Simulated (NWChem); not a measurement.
## Energy and gradient calculation of Si$_{2}$NH$_{5}$ClF

The run: energy and gradient calculation of Si$_{2}$NH$_{5}$ClF. Method and program: PBE0/def2-SVP, RKS (NWChem 7.3.0).

The geometry comes from this level: PBE0-D4/def2-TZVP.

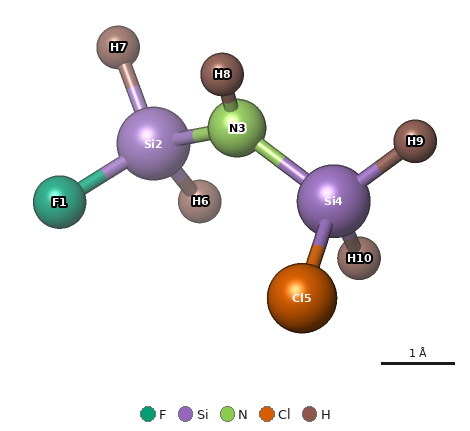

**Figure 1.** The structure (ball-and-stick view, seen at a tilt; atoms are numbered from 1 in the order of the input). Bond lengths as drawn: Cl–Si 2.06 Å, F–Si 1.60 Å, H–N 1.01 Å, H–Si 1.48 Å and N–Si 1.71 to 1.72 Å.

**The input**
```
start struct
memory stack 880 mb heap 220 mb global 1100 mb
geometry noautosym nocenter noautoz
  F    -0.968900   -2.289200    0.635800
  Si   -1.171300   -0.998400   -0.284500
  N    -0.376500    0.382800    0.344600
  Si    1.211300    0.939200    0.004800
  Cl    2.592400    0.309400    1.394200
  H    -0.579900   -1.302300   -1.604000
  H    -2.628600   -0.748000   -0.325600
  H    -0.850000    0.854700    1.104200
  H     1.243800    2.417200    0.038000
  H     1.610800    0.383600   -1.304500
end
basis spherical bse
  * library def2-SVP
end
dft
  xc pbe0
  grid fine
  convergence energy 1e-08
  maxiter 100
  mulliken
  print low
end
task dft gradient
```

Run as:
```bash
nwchem struct.nw > struct.out
```

**What the program printed**
```
Northwest Computational Chemistry Package (NWChem) 7.3.0
             --------------------------------------------------------

           Job information
           ---------------

    nwchem branch   = 7.3.0
    use scalapack   = T
    input           = struct.nw
    prefix          = struct.
    data base       = ./struct.db
    status          = startup
    nproc           =        1

           Memory information
           ------------------

    heap     =     28835834 doubles =      220.0 Mbytes
    stack    =    115343359 doubles =      880.0 Mbytes
    global   =    144179200 doubles =     1100.0 Mbytes (distinct from heap & stack)
    total    =    288358393 doubles =     2200.0 Mbytes
    verify   = yes
    hardfail = no

           Directory information
           ---------------------

  0 permanent = .
  0 scratch   = .

                                NWChem Input Module
                                -------------------

 Scaling coordinates for geometry "geometry" by  1.889725989
 (inverse scale =  0.529177249)

                             Geometry "geometry" -> ""
                             -------------------------

 Output coordinates in angstroms (scale by  1.889725989 to convert to a.u.)

  No.       Tag          Charge          X              Y              Z
 ---- ---------------- ---------- -------------- -------------- --------------
    1 F                    9.0000    -0.96890000    -2.28920000     0.63580000
    2 Si                  14.0000    -1.17130000    -0.99840000    -0.28450000
    3 N                    7.0000    -0.37650000     0.38280000     0.34460000
    4 Si                  14.0000     1.21130000     0.93920000     0.00480000
    5 Cl                  17.0000     2.59240000     0.30940000     1.39420000
    6 H                    1.0000    -0.57990000    -1.30230000    -1.60400000
    7 H                    1.0000    -2.62860000    -0.74800000    -0.32560000
    8 H                    1.0000    -0.85000000     0.85470000     1.10420000
    9 H                    1.0000     1.24380000     2.41720000     0.03800000
   10 H                    1.0000     1.61080000     0.38360000    -1.30450000

      Atomic Mass
      -----------

      F                 18.998400
      Si                27.976930
      N                 14.003070
      Cl                34.968850
      H                  1.007825

 Effective nuclear repulsion energy (a.u.)     358.5030824061

            Nuclear Dipole moment (a.u.)
            ----------------------------
        X                 Y               Z
 ---------------- ---------------- ----------------
    60.6059690975   -22.4631728263    48.8080318056

            XYZ format geometry
            -------------------
    10
 geometry
 F                    -0.96890000    -2.28920000     0.63580000
 Si                   -1.17130000    -0.99840000    -0.28450000
 N                    -0.37650000     0.38280000     0.34460000
 Si                    1.21130000     0.93920000     0.00480000
 Cl                    2.59240000     0.30940000     1.39420000
 H                    -0.57990000    -1.30230000    -1.60400000
 H                    -2.62860000    -0.74800000    -0.32560000
 H                    -0.85000000     0.85470000     1.10420000
 H                     1.24380000     2.41720000     0.03800000
 H                     1.61080000     0.38360000    -1.30450000

 ==============================================================================
                                internuclear distances
 ------------------------------------------------------------------------------
       center one      |      center two      | atomic units |  angstroms
 ------------------------------------------------------------------------------
    2 Si               |   1 F                |     3.02007  |     1.59815
    3 N                |   2 Si               |     3.23755  |     1.71324
    4 Si               |   3 N                |     3.24359  |     1.71644
    5 Cl               |   4 Si               |     3.88867  |     2.05779
    6 H                |   2 Si               |     2.79219  |     1.47756
    7 H                |   2 Si               |     2.79533  |     1.47923
    8 H                |   3 N                |     1.91216  |     1.01187
    9 H                |   4 Si               |     2.79439  |     1.47873
   10 H                |   4 Si               |     2.79178  |     1.47735
 ------------------------------------------------------------------------------
                         number of included internuclear distances:          9
 ==============================================================================

 ==============================================================================
                                 internuclear angles
 ------------------------------------------------------------------------------
        center 1       |       center 2       |       center 3       |  degrees
 ------------------------------------------------------------------------------
    1 F                |   2 Si               |   3 N                |   112.39
    1 F                |   2 Si               |   6 H                |   107.30
    1 F                |   2 Si               |   7 H                |   106.11
    3 N                |   2 Si               |   6 H                |   107.94
    3 N                |   2 Si               |   7 H                |   109.32
    6 H                |   2 Si               |   7 H                |   113.85
    2 Si               |   3 N                |   4 Si               |   128.15
    2 Si               |   3 N                |   8 H                |   115.76
    4 Si               |   3 N                |   8 H                |   115.49
    3 N                |   4 Si               |   5 Cl               |   112.83
    3 N                |   4 Si               |   9 H                |   109.87
    3 N                |   4 Si               |  10 H                |   107.68
    5 Cl               |   4 Si               |   9 H                |   106.02
    5 Cl               |   4 Si               |  10 H                |   107.57
    9 H                |   4 Si               |  10 H                |   112.95
 ------------------------------------------------------------------------------
                            number of included internuclear angles:         15
 ==============================================================================

 Summary of "ao basis" -> "" (spherical)
 ------------------------------------------------------------------------------
       Tag                 Description            Shells   Functions and Types
 ---------------- ------------------------------  ------  ---------------------
 *                          def2-SVP                  on all atoms

                                 NWChem DFT Module
                                 -----------------

                      Basis "ao basis" -> "ao basis" (spherical)
                      -----
  [basis functions not shown]

 Summary of "ao basis" -> "ao basis" (spherical)
 ------------------------------------------------------------------------------
       Tag                 Description            Shells   Functions and Types
 ---------------- ------------------------------  ------  ---------------------
 F                          def2-SVP                 6       14   3s2p1d
 Si                         def2-SVP                 8       18   4s3p1d
 N                          def2-SVP                 6       14   3s2p1d
 Cl                         def2-SVP                 8       18   4s3p1d
 H                          def2-SVP                 3        5   2s1p

  Caching 1-el integrals
   Time after variat. SCF:      0.3

     ---------------------------------------------
      Total Density - Mulliken Population Analysis
     ---------------------------------------------

    Atom       Charge   Shell Charges
 -----------   ------   -------------------------------------------------------
    1 F    9     9.57   1.99  1.15  0.78  3.53  2.12  0.00
    2 Si  14    12.92   2.00  1.99  0.90  0.20  5.93  0.95  0.67  0.27
    3 N    7     7.88   1.99  1.04  0.46  2.61  1.77  0.01
    4 Si  14    13.08   2.00  1.99  0.94  0.18  5.93  0.98  0.82  0.24
    5 Cl  17    17.43   2.00  1.99  1.22  0.72  5.94  2.17  3.37  0.01
    6 H    1     1.11   0.71  0.39  0.01
    7 H    1     1.11   0.71  0.39  0.01
    8 H    1     0.72   0.58  0.10  0.04
    9 H    1     1.09   0.71  0.37  0.01
   10 H    1     1.09   0.71  0.38  0.01
   Time prior to 1st pass:      0.3

           Memory utilization after 1st SCF pass:
           Heap Space remaining (MW):        0.00                 545
          Stack Space remaining (MW):      115.34           115342548

   convergence    iter        energy       DeltaE   RMS-Dens  Diis-err    time
 ---------------- ----- ----------------- --------- --------- ---------  ------
 d= 0,ls=0.0,diis     1  -1195.8559444511 -1.55D+03  1.20D-02  7.24D-01     2.6
 d= 0,ls=0.0,diis     2  -1195.8465447083  9.40D-03  6.09D-03  9.55D-01     4.6
 d= 0,ls=0.0,diis     3  -1195.9371949412 -9.07D-02  1.02D-03  2.32D-02     6.8
 d= 0,ls=0.0,diis     4  -1195.9388355909 -1.64D-03  4.21D-04  2.47D-03     9.0
 d= 0,ls=0.0,diis     5  -1195.9391353015 -3.00D-04  8.58D-05  1.18D-04    11.3
  Resetting Diis
 d= 0,ls=0.0,diis     6  -1195.9391474194 -1.21D-05  2.56D-05  1.14D-05    13.5
 d= 0,ls=0.0,diis     7  -1195.9391485853 -1.17D-06  1.82D-05  1.44D-06    15.7
 d= 0,ls=0.0,diis     8  -1195.9391484062  1.79D-07  1.03D-05  3.03D-06    17.9
 d= 0,ls=0.0,diis     9  -1195.9391487578 -3.52D-07  1.09D-06  1.77D-08    20.2
 d= 0,ls=0.0,diis    10  -1195.9391487599 -2.16D-09  1.88D-07  4.25D-10    22.3

         Total DFT energy =    -1195.939148759948
      One electron energy =    -2368.722384320253
           Coulomb energy =      903.214762476340
    Exchange-Corr. energy =      -88.934609322164
 Nuclear repulsion energy =      358.503082406129

 Numeric. integr. density =       65.999994399356

     Total iterative time =     22.0s

     ---------------------------------------------
      Total Density - Mulliken Population Analysis
     ---------------------------------------------

    Atom       Charge   Shell Charges
 -----------   ------   -------------------------------------------------------
    1 F    9     9.34   1.99  1.12  0.80  3.35  2.07  0.01
    2 Si  14    13.26   2.00  1.98  0.98  0.09  5.93  1.22  0.66  0.40
    3 N    7     7.55   1.99  0.98  0.48  2.47  1.63  0.01
    4 Si  14    13.41   2.00  1.98  1.03  0.07  5.93  1.25  0.82  0.34
    5 Cl  17    17.27   2.00  1.99  1.25  0.71  5.93  2.15  3.22  0.02
    6 H    1     1.11   0.74  0.35  0.01
    7 H    1     1.11   0.74  0.35  0.01
    8 H    1     0.82   0.70  0.08  0.05
    9 H    1     1.07   0.74  0.32  0.01
   10 H    1     1.07   0.74  0.32  0.01

     -------------------------------------------
      Total Density - Lowdin Population Analysis
     -------------------------------------------

    Atom       Charge   Shell Charges
 -----------   ------   -------------------------------------------------------
    1 F    9     9.20   1.98  1.01  0.76  3.22  2.22  0.01
    2 Si  14    13.47   2.00  1.93  0.61  0.31  5.82  1.24  0.93  0.62
    3 N    7     7.34   1.97  0.73  0.45  2.28  1.88  0.02
    4 Si  14    13.61   2.00  1.93  0.65  0.33  5.82  1.27  1.09  0.52
    5 Cl  17    17.08   2.00  1.96  1.05  0.80  5.82  2.27  3.17  0.02
    6 H    1     1.10   0.65  0.43  0.02
    7 H    1     1.11   0.65  0.43  0.02
    8 H    1     0.91   0.58  0.20  0.13
    9 H    1     1.10   0.65  0.42  0.02
   10 H    1     1.09   0.65  0.42  0.02

                         DFT ENERGY GRADIENTS

    atom               coordinates                        gradient
                 x          y          z           x          y          z
   1 F      -1.830956  -4.325961   1.201488   -0.002557   0.015446  -0.011276
   2 Si     -2.213436  -1.886702  -0.537627    0.005555  -0.007187   0.011601
   3 N      -0.711482   0.723387   0.651200    0.001385  -0.001640  -0.000320
   4 Si      2.289025   1.774831   0.009071   -0.004397  -0.002938   0.002472
   5 Cl      4.898926   0.584681   2.634656   -0.004212   0.001976  -0.004321
   6 H      -1.095852  -2.460990  -3.031120   -0.000880   0.000239   0.002553
   7 H      -4.967334  -1.413515  -0.615295    0.002611  -0.000841   0.000330
   8 H      -1.606267   1.615149   2.086635    0.002763  -0.002718  -0.004306
   9 H       2.350441   4.567846   0.071810    0.000257  -0.003069   0.000376
  10 H       3.043971   0.724899  -2.465148   -0.000526   0.000733   0.002890

 Task  times  cpu:       28.6s     wall:       28.6s
 Total times  cpu:       28.6s     wall:       28.6s
```

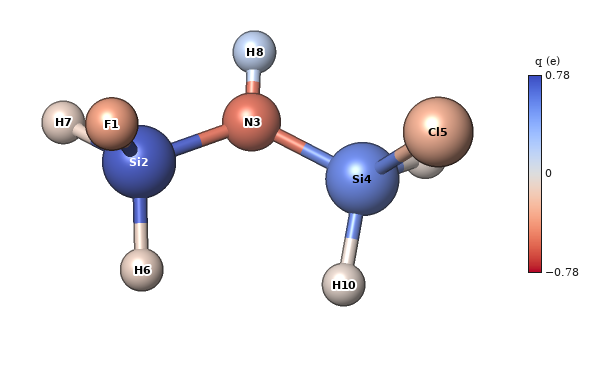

**Figure 2.** Mulliken charges, as the colour of each atom (ball-and-stick view, seen at a tilt; atoms are numbered from 1 in the order of the input). By element: F −0.34, Si +0.59 to +0.74, N −0.55, Cl −0.27 and H −0.11 to +0.18 e.

**Key numbers**

```tsv
quantity	value
outcome	converged
total energy	−1195.939149 hartree
largest force	0.992 eV/Å
hardware	1 thread of Intel Xeon (Sapphire Rapids), 16 GiB of memory available, shared host
wall time	29 s
peak memory	0.13 GiB
```
